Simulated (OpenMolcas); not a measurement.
## Single-point calculation, with input and output: AlH₃O (part 2 of 2)

AlH₃O (AlH2(OH)), SMILES [H][Al]([H])[OH]; CISD/STO-3G, RHF (OpenMolcas 26.06). A bond length was changed on purpose from its optimised value.

Geometry of the input (Å):
```
Al 0.4600  0.1216  -0.0586
H  1.9872  0.0877  -0.1707
H  -0.4810  1.7690  -0.3118
O  -0.3672  -1.2495  0.2773
H  -0.8461  -2.0468  0.4664
```

What the program printed, continued:
```
      Symmetry species:              1
      Number of basis functions:    17
      Frozen orbitals:               6
      Deleted orbitals:              0
      Number of orbitals used:      11

       SYMMETRY  BASIS FUNCTIONS       ORBITALS      INTEGRALS   CPU(SEC)  I/O(SEC)
        1 1 1 1   17  17  17  17    11  11  11  11        2211       0.00      0.00

       TOTAL CPU TIME(SEC)    0.01TOTAL I/O TIME(SEC)    0.00

--- Stop Module: motra /rc=_RC_ALL_IS_WELL_ ---

--- Start Module: guga ---

                                               &GUGA

                       available to each process: 1.9 GB of memory, 1 thread

      ************************************************************************************************************************
      *                                                        Title:                                                        *
      *                                                 (No title was given)                                                 *
      ************************************************************************************************************************

      ALL SINGLE AND DOUBLE REPLACEMENTS

      NUMBER OF ELECTRONS IN CI        12
      TOTAL SPIN QUANTUM NUMBER      0.00

              ORBITALS PER SYMMETRY
                  1
      INACTIVE    6
      ACTIVE      0
      VALENCE     0
      CORE        0
      ONEOCC      0
  Number of vertices                   41                   33

      INTERNAL CONFIGURATIONS (FORMAL)

      NUMBER OF VALENCE STATES               1
      NUMBER OF DOUBLET COUPLED SINGLES      6
      NUMBER OF TRIPLET COUPLED DOUBLES     15
      NUMBER OF SINGLET COUPLED DOUBLES     21

      ONE CLOSED SHELL REFERENCE STATE
      WAVE-FUNCTION SYMMETRY LABEL:  1

      INTERNAL CONFIGURATIONS (REAL)

      NUMBER OF VALENCE STATES               1
      NUMBER OF DOUBLET COUPLED SINGLES      6
      NUMBER OF TRIPLET COUPLED DOUBLES     15
      NUMBER OF SINGLET COUPLED DOUBLES     21

      COEFFICIENTS FOR DIAG      302
      TIME FOR DIAG                0

      COEFFICIENTS FOR ABCI       78
      MAXIMUM NUMBER OF ELEMENTS    11
      TIME FOR ABCI                0

      COEFFICIENTS FOR IJKL     2277
      TIME FOR IJKL                0

      COEFFICIENTS FOR AIBJ      732
      DIFFERENT TYPES       15       21      180      252       75      105       42
      TIME FOR AIBJ                0

      COEFFICIENTS FOR AIJK     1278
      TIME FOR AIJK                0

      COEFFICIENTS FOR IJ        207

      COEFFICIENTS FOR AI         84
      TIME FOR ONEEL               0
--- Stop Module: guga /rc=_RC_ALL_IS_WELL_ ---

--- Start Module: cpf ---

                                                &CPF

                       available to each process: 1.9 GB of memory, 1 thread

      ************************************************************************************************************************
      *                                                        Title:                                                        *
      *                                                ( No title was given )                                                *
      ************************************************************************************************************************

      Cartesian coordinates in angstrom:
      -----------------------------------------------------
      No.  Label        X            Y            Z
      -----------------------------------------------------
       1   AL1        0.45997200   0.12163900  -0.05863400
       2   H2         1.98718200   0.08774900  -0.17074400
       3   H3        -0.48102000   1.76901000  -0.31181000
       4   O4        -0.36724800  -1.24951100   0.27729600
       5   H5        -0.84607800  -2.04681100   0.46643600
      -----------------------------------------------------
      Nuclear repulsion energy =   52.21947141

      This is an  S D C I  calculation

      ONE-ELECTRON BASIS:
      ----------------------------

      Symmetry species                                   1

      Orbitals pre-frozen in MOTRA               6       6
      Orbitals used by this program             11      11
      Pre-deleted in MOTRA                       0       0
      Sum: No. of basis functions               17      17

      ORBITAL SPECIFICATION:
      -------------------------------

      Orbitals frozen here                       0       0
      Inactive orbitals                          6       6
      Active orbitals                            0       0
      Additional valence orbitals                0       0
      Virtual orbitals                           5       5
      Orbitals deleted here                      0       0
      Sum: Total no. of orbitals                11      11

      WAVE FUNCTION SPECIFICATION:
      ----------------------------

      Number of electrons in CI                 12
      Internal orbitals in CI                    6
      External orbitals in CI                    5
      Number of irreps                           1
      Spin quantum number                      0.0
      State symmetry                             1

      REFERENCE STATE:
      ------------------------------

      Number of reference states                 1
      One closed shell reference state

      OPTIONS:
      --------

      Print parameter                            5
      Pulay diagonalization
      First order interacting space

      INTERNAL CONFIGURATIONS

      NUMBER OF VALENCE STATES               1
      NUMBER OF DOUBLET COUPLED SINGLES      6
      NUMBER OF TRIPLET COUPLED DOUBLES     15
      NUMBER OF SINGLET COUPLED DOUBLES     21

      FULL-SPACE CONFIGURATIONS (FORMAL)

      NUMBER OF VALENCE STATES               1
      NUMBER OF DOUBLET COUPLED SINGLES     30
      NUMBER OF TRIPLET COUPLED DOUBLES    150
      NUMBER OF SINGLET COUPLED DOUBLES    315

      FULL-SPACE CONFIGURATIONS (REAL)

      NUMBER OF VALENCE STATES               1
      NUMBER OF DOUBLET COUPLED SINGLES     30
      NUMBER OF TRIPLET COUPLED DOUBLES    150
      NUMBER OF SINGLET COUPLED DOUBLES    315

      FORMAL NUMBER OF CONFIGURATIONS     496
        REAL NUMBER OF CONFIGURATIONS     496
  NUMBER OF TWO-ELECTRON INTEGRALS:                 2211

      STATISTICS FOR INTEGRALS, FIRST ENTRY 10**3-10**4

               0         0         0         0        86
             592       869       434       188        40
               2         0         0         0         0
               0         0         0         0         0

      REFERENCE ENERGY     -314.52514931
  ITER      TOTAL ENERGY          CORR ENERGY           DECREASE
   1        -314.52514931           0.00000000        -314.52514931
   2        -314.60693627          -0.08178696          -0.08178696
   3        -314.61361145          -0.08846213          -0.00667518
   4        -314.61462769          -0.08947838          -0.00101625
   5        -314.61484445          -0.08969514          -0.00021676
   6        -314.61490220          -0.08975289          -0.00005775
   7        -314.61492770          -0.08977839          -0.00002550
   8        -314.61492839          -0.08977908          -0.00000070

     CALCULATION CONVERGED

     FINAL CI ENERGY          -314.61492839
     FINAL CORRELATION ENERGY   -0.08977908  REFERENCE ENERGY    -314.52514931
     DAVIDSON CORR. ENERGY    -314.62143851
     DAVIDSON CORRECTION        -0.00651012  C0 =     0.965603
     SUM OF SQUARED CPX(BAR)    0.0676

     FIRST ORDER RELATIVISTIC CORRECTIONS
     MASS-VELOCITY               0.00000000
     1-EL DARWIN CONTACT         0.00000000
     TOTAL REL. CORRECTION       0.00000000
     REL. CI ENERGY           -314.61492839
     REL. CI+Q ENERGY         -314.62143851

      PRINTOUT OF CI-COEFFICIENTS LARGER THAN      0.05

      CONFIGURATION      1   COEFFICIENT  0.965603   REFERENCE

      ORBITALS       0  0  1  2  3  4  5  6
      OCCUPATION     0  0  2  2  2  2  2  2
      SPIN-COUPLING  0  0  3  3  3  3  3  3
      SYMMETRY       0  0  1  1  1  1  1  1

      CONFIGURATION     22   COEFFICIENT -0.064458   DOUBLET

      ORBITALS       0  7  1  2  3  4  5  6
      OCCUPATION     0  1  2  2  2  2  1  2
      SPIN-COUPLING  0  1  3  3  3  3  2  3
      SYMMETRY       0  1  1  1  1  1  1  1

      CONFIGURATION    474   COEFFICIENT -0.053663   SINGLET

      ORBITALS       8 10  1  2  3  4  5  6
      OCCUPATION     1  1  2  2  1  2  2  1
      SPIN-COUPLING  1  2  3  3  1  3  3  2
      SYMMETRY       1  1  1  1  1  1  1  1

      CONFIGURATION    516   COEFFICIENT  0.053321   SINGLET

      ORBITALS       8  9  1  2  3  4  5  6
      OCCUPATION     1  1  2  2  2  1  2  1
      SPIN-COUPLING  1  2  3  3  3  1  3  2
      SYMMETRY       1  1  1  1  1  1  1  1

      CONFIGURATION    559   COEFFICIENT -0.074688   SINGLET

      ORBITALS       0 11  1  2  3  4  5  6
      OCCUPATION     0  2  2  2  2  2  1  1
      SPIN-COUPLING  0  3  3  3  3  3  1  2
      SYMMETRY       0  1  1  1  1  1  1  1

++    Molecular orbitals:
      -------------------

      Title:  SDCI natural orbitals

      Molecular orbitals for symmetry species 1: a

          Orbital            1         2         3         4         5         6         7         8         9        10
          Occ. No.          2.0000    2.0000    2.0000    2.0000    2.0000    2.0000    1.9957    1.9938    1.9871    1.9797

        1 AL1    1s         0.9939   -0.0001   -0.3298    0.0000   -0.0013   -0.0004    0.0033    0.0250   -0.0005    0.0525
        2 AL1    1s         0.0199    0.0005    1.0307   -0.0000    0.0045    0.0014   -0.0127   -0.0950    0.0018   -0.2006
        3 AL1    1s        -0.0040   -0.0036    0.0562    0.0000    0.0012   -0.0039    0.0185    0.1540   -0.0035    0.4152
        4 AL1    2px        0.0000   -0.0004   -0.0027    0.0749    0.7549   -0.5955   -0.0685    0.0522   -0.0098   -0.0224
        5 AL1    2px       -0.0001    0.0024    0.0010    0.0074    0.0837   -0.0640    0.1545   -0.0616    0.0214    0.0464
        6 AL1    2py       -0.0001   -0.0007   -0.0021    0.1888    0.5734    0.7527    0.0558    0.0687   -0.0243    0.0500
        7 AL1    2py        0.0002    0.0039   -0.0016    0.0187    0.0618    0.0787   -0.1070   -0.0605    0.0536   -0.0676
        8 AL1    2pz        0.0000    0.0002    0.0006    0.9450   -0.1744   -0.1032   -0.0058   -0.0186   -0.1178   -0.0084
        9 AL1    2pz       -0.0000   -0.0010    0.0002    0.0936   -0.0190   -0.0106    0.0093    0.0189    0.2641    0.0103
       10 H2     1s         0.0009    0.0000   -0.0080   -0.0000   -0.0157    0.0126   -0.0060    0.0189   -0.0005    0.3118
       11 H3     1s         0.0006   -0.0000   -0.0058   -0.0000   -0.0022   -0.0147    0.0179   -0.0006   -0.0000    0.0344
       12 O4     1s        -0.0001    0.9940   -0.0001    0.0000    0.0020    0.0008   -0.0322   -0.2395    0.0013    0.0281
       13 O4     1s         0.0008    0.0271   -0.0058    0.0000    0.0096    0.0037    0.1203    0.8780   -0.0040   -0.0644
       14 O4     2px        0.0002   -0.0005   -0.0003   -0.0003   -0.0023    0.0034    0.8314   -0.0596    0.0692    0.1977
       15 O4     2py        0.0003   -0.0008   -0.0003   -0.0008   -0.0002   -0.0027   -0.4642    0.1527    0.1762    0.4363
       16 O4     2pz       -0.0001    0.0002    0.0001   -0.0042    0.0002    0.0003    0.0275   -0.0185    0.9127   -0.0985
       17 H5     1s         0.0001   -0.0062   -0.0006    0.0000    0.0021    0.0008    0.0038    0.0938   -0.0016   -0.4058

          Orbital           11        12        13        14        15        16        17
          Occ. No.          1.9763    1.9425    0.0627    0.0196    0.0194    0.0135    0.0096

        1 AL1    1s         0.0293    0.0294   -0.0714   -0.0329   -0.0171    0.0002    0.0256
        2 AL1    1s        -0.1131   -0.1083    0.2519    0.1130    0.0528   -0.0008   -0.0932
        3 AL1    1s         0.2537    0.3015   -0.9002   -0.4533   -0.3266    0.0028    0.3339
        4 AL1    2px       -0.1486    0.1031   -0.0814    0.2776    0.1342    0.0336    0.2368
        5 AL1    2px        0.2498   -0.2078    0.1972   -0.8644   -0.3596   -0.0890   -0.7342
        6 AL1    2py       -0.0789   -0.1291    0.1559   -0.1751   -0.0518    0.0798    0.3067
        7 AL1    2py        0.1296    0.2674   -0.4145    0.4714    0.2315   -0.2080   -0.9313
        8 AL1    2pz        0.0271    0.0174   -0.0246    0.0120    0.0000    0.3853   -0.0843
        9 AL1    2pz       -0.0447   -0.0365    0.0668   -0.0231   -0.0185   -0.9951    0.2547
       10 H2     1s         0.5647   -0.2578    0.4305    0.8080    0.3780    0.0057    0.2715
       11 H3     1s         0.0622    0.7143    0.7714   -0.2365   -0.0842    0.0007    0.0868
       12 O4     1s         0.0231    0.0163   -0.0404   -0.0668    0.0813    0.0009    0.1014
       13 O4     1s        -0.1482   -0.0842    0.2273    0.4194   -0.5300   -0.0061   -0.6568
       14 O4     2px       -0.2524    0.0918   -0.0347    0.0640    0.5153    0.0258   -0.2378
       15 O4     2py       -0.2806   -0.1154    0.1689   -0.3191    0.6740    0.0671   -0.4502
       16 O4     2pz        0.0749    0.0161   -0.0317    0.0545   -0.1685    0.3796    0.1035
       17 H5     1s         0.3065    0.0466   -0.0919   -0.5021    1.0610   -0.0021    0.0232
--

++    Molecular charges:
      ------------------

      Mulliken charges per centre and basis function type
      ---------------------------------------------------

                AL1     H2      H3      O4      H5
      1s       4.9630  1.2567  1.2547  3.7028  0.8089
      2px      2.5370  0.0000  0.0000  1.7244  0.0000
      2pz      2.2167  0.0000  0.0000  1.7639  0.0000
      2py      2.4220  0.0000  0.0000  1.3500  0.0000
      Total   12.1387  1.2567  1.2547  8.5410  0.8089

      N-E      0.8613 -0.2567 -0.2547 -0.5410  0.1911

      Total electronic charge=   24.000000

      Total            charge=   -0.000000
--

++    Molecular properties:
      ---------------------

      Dipole Moment (debye):
      Origin of the operator (angstrom)=    0.1566   -0.3673    0.0617
                   X= -3.2310E-01               Y= -1.3451E+00               Z=  2.8373E-01           Total=  1.4122E+00
      Quadrupole Moment (debye*angstrom):
      Origin of the operator (angstrom)=    0.1566   -0.3673    0.0617
                  XX= -1.8364E+01              XY=  1.8889E+00              XZ=  7.7488E-03              YY= -1.7936E+01
                  YZ=  7.3240E-01              ZZ= -1.3728E+01
      In traceless form (debye*angstrom)
                  XX= -2.5317E+00              XY=  2.8334E+00              XZ=  1.1623E-02              YY= -1.8899E+00
                  YZ=  1.0986E+00              ZZ=  4.4216E+00
--

--- Stop Module: cpf /rc=_RC_ALL_IS_WELL_ ---

.##################.
.# Happy landing! #.
.##################.

    Timing: Wall=1.51 User=1.06 System=0.43
```

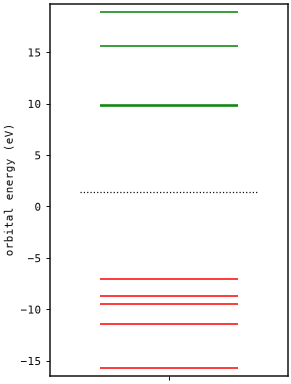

*Orbital energies near the frontier (SCF reference); the dotted line parts filled from empty levels, and levels within 0.02 eV of each other stand side by side.*

Highest filled −7.05 eV, lowest empty 9.79 eV, 16.84 eV apart.

Key numbers:

- outcome: converged
- total energy: −314.614928 hartree
- SCF energy: −314.525149 hartree
- correlation energy: −0.089779 hartree
- basis functions: 17
- HOMO of the SCF reference: −7.05 eV
- LUMO of the SCF reference: 9.79 eV
- wall time: 1.8 s
- peak memory: 0.37 GiB
